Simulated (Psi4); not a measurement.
# H2O2 (hydrogen peroxide): TPSSh/cc-pVTZ (density fitting, sweep point 4)

Aim: a single-point energy of H2O2 (hydrogen peroxide). 

The calculation is run with Psi4 1.11.

6 further runs of the same task are left out: 6 set aside as unsound or not needed.

## 1. The structure to begin with

H2O2: 4 atoms, total charge 0, spin state singlet. SMILES: `OO`. Geometry: relaxed at PBE0-D4/def2-TZVP.

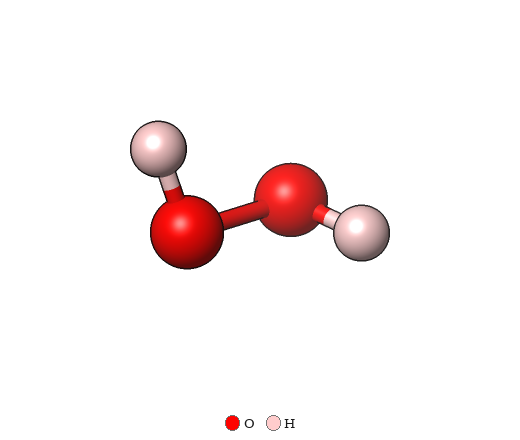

The structure, seen from a chosen angle (oxygen red, hydrogen pink).

## 2. The energy at TPSSh/cc-pVTZ (density fitting, sweep point 4)

The input, calc.dat:

```
memory 1600 mb

molecule {
  0 1
  O     -0.486800    -0.581100     0.030600
  O      0.048300     0.728400     0.206900
  H      0.186400    -1.117000     0.467400
  H      0.252100     0.969800    -0.704900
  symmetry c1
}

set basis cc-pVTZ
set scf_type df
set guess huckel

E, wfn = energy("tpssh", return_wfn=True)
```

Started as:

```sh
psi4 -i calc.dat -o calc.out -n 1
```

calc.out:

```text
[...]
  Running in c1 symmetry.
[...]
  Nuclear repulsion =   37.283118773714371
[...]
  Multiplicity = 1
[...]
  Nalpha       = 9
  Nbeta        = 9
[...]
    Number of basis functions: 88
[...]
   @DF-RKS iter   1:  -151.10221197452688   -1.51102e+02   1.47851e-02 ADIIS/DIIS
[...]
   @DF-RKS iter   9:  -151.60591134387957   -8.98700e-09   2.19499e-07 DIIS
[...]
    Orbital Energies [Eh]
    ---------------------
    Doubly Occupied:
       1A    -19.105575     2A    -19.105538     3A     -1.102300
       4A     -0.874901     5A     -0.517957     6A     -0.472182
       7A     -0.402680     8A     -0.296327     9A     -0.256215
[...]
  @DF-RKS Final Energy:  -151.60591134387957
   => Energetics <=
    Nuclear Repulsion Energy =             37.2831187737143708
    One-Electron Energy =                -282.4505154877936093
    Two-Electron Energy =                 109.7272782423730177
    DFT Exchange-Correlation Energy =     -16.1657928721733484
    Empirical Dispersion Energy =           0.0000000000000000
    VV10 Nonlocal Energy =                  0.0000000000000000
    Total Energy =                       -151.6059113438795691
[...]
 Multipole Moments:
 ------------------------------------------------------------------------------------
     Multipole            Electronic (a.u.)      Nuclear  (a.u.)        Total (a.u.)
 ------------------------------------------------------------------------------------
 L = 1.  Multiply by 2.5417464519 to convert [e a0] to [Debye]
 Dipole X            :         -0.1882130            0.7731780            0.5849649
 Dipole Y            :          0.0632204           -0.2596362           -0.1964158
 Dipole Z            :          0.1019528           -0.4187680           -0.3168152
 Magnitude           :                                                    0.6936389
[...]
```

It took 5.1 s on 1 thread of AMD EPYC 9R45 (Zen 5), shared host; peak memory 0.76 GiB.

## 3. Summary of results

Level: TPSSh/cc-pVTZ (density fitting, sweep point 4).

| quantity | value |
| --- | --- |
| total energy | -151.60591 Eh |
| dipole moment | 1.76 D |
| HOMO energy | -6.97 eV |
| LUMO energy | 0.27 eV |
| HOMO–LUMO gap | 7.25 eV |
